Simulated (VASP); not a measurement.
Band structure of Tc (hcp). Calculation: r2SCAN+rVV10, VASP's PBE PAW potentials (set 64) (plane waves; VASP).

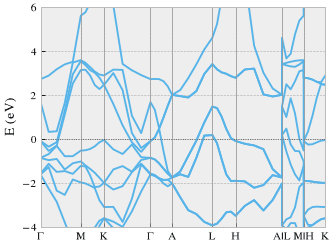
*Bands along high-symmetry lines, zero at the valence-band maximum or, without a gap, the Fermi level*

Question: Read the plot: is there a gap, and where are the band edges?

Answer: It has no gap at this level: it comes out as a metal or semimetal.

The compound is Tc in the hcp structure. It was relaxed first.
